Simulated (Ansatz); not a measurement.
## Electronic structure of F$_{3}$NSi$_{2}$ in real space

```yaml
atoms:
  - { symbol: F, position_ang: [-1.5376, 2.0423, -0.5540] }
  - { symbol: F, position_ang: [-3.0061, 0.0413, -1.1925] }
  - { symbol: F, position_ang: [-1.0399, 0.7176, -2.6908] }
  - { symbol: N, position_ang: [-0.4913, -0.4464, -0.3044] }
  - { symbol: Si, position_ang: [-1.4993, 0.5691, -1.1688] }
  - { symbol: Si, position_ang: [0.4575, -1.4022, 0.5093] }
```

Geometry: B3LYP-D3(BJ)/6-311G**.

These are results of Ansatz 0.2.0, isolated molecule in a Gaussian basis; Kohn-Sham density functional theory, functional PBE0, not measurements.

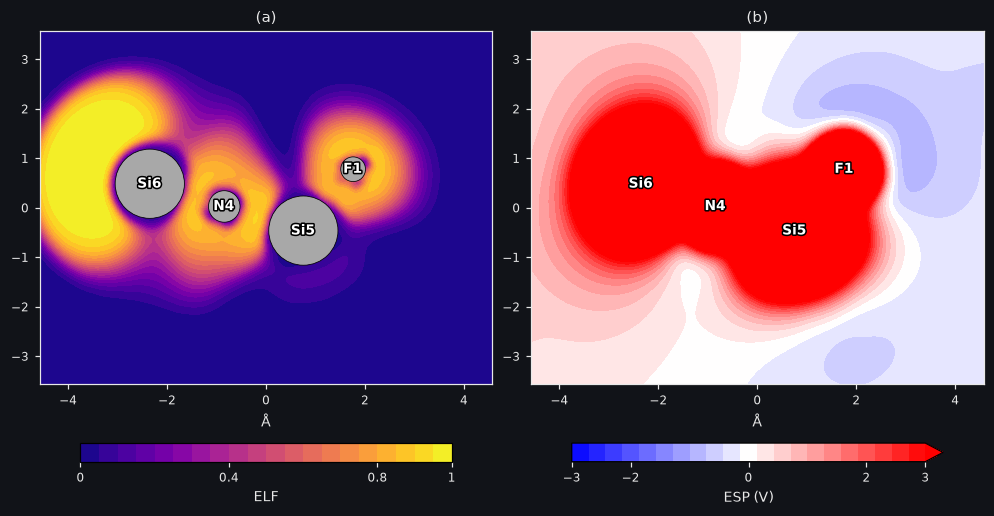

Figure 1. (a) electron localisation function; (b) electrostatic potential on the plane of atoms F1, Si5 and N4. Grey discs cover the atomic cores in the ELF map.

Question: Describe what can be read from this map.

Answer: The plane passes through F, N and Si nuclei. Si–N (1.57 Å): the ELF peaks at about 0.85 between the atoms (a short, strongly polar bond). Si–F (1.60 Å): the ELF peaks at about 0.85 in the valence shell of F, 0.6 Å from its nucleus, and is about 0.55 at the midpoint. Si–N (1.67 Å): the ELF peaks at about 0.90 between the atoms: a short, strongly polar bond. The ELF also peaks beside Si6 and F1, away from the bonds: lone-pair regions. Outside the dense part of the molecule the potential is most negative (−0.9 V) near F1.

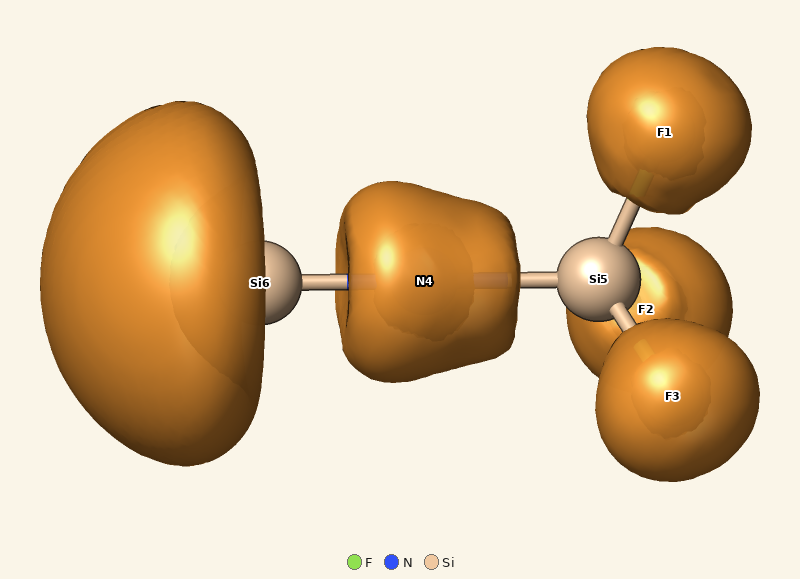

Figure 2. Isosurface of the electron localisation function at 0.75 (orange), seen across its widest extent. Only the valence region is drawn (cores and ρ < 0.01 e/Å³ removed).

Question: Describe the localisation domains.

Answer: The ELF exceeds this value in one region on N in which the atom's valence shell and bonds are merged, one lobe on Si, pointing away from the bonds (lone pairs) and three regions wrapped around F (its lone pairs, merged into a ring or cap).

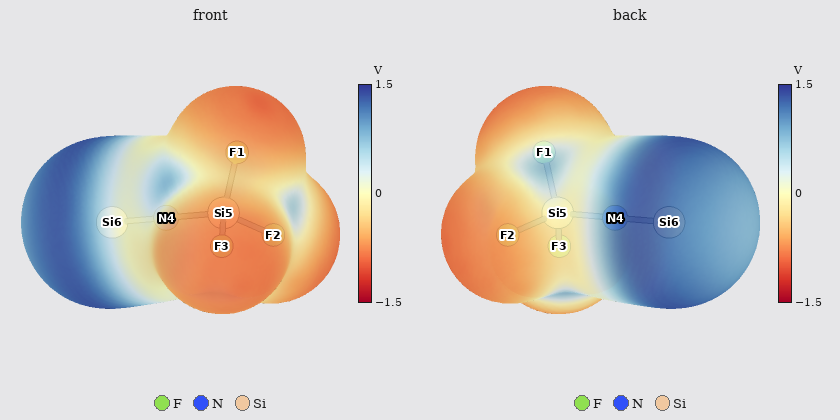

Figure 3. The molecular electrostatic potential painted on the density surface at 0.001 e/bohr³, seen from the front and from behind; the colour scale runs from red (negative) to blue (positive).

Question: Describe the electrostatic potential map.

Answer: The most negative region (about −0.9 V, or −21 kcal/mol for a unit charge) lies over F1, F2 and F3, the most positive (about +1.3 V, or +30 kcal/mol for a unit charge) over Si6.
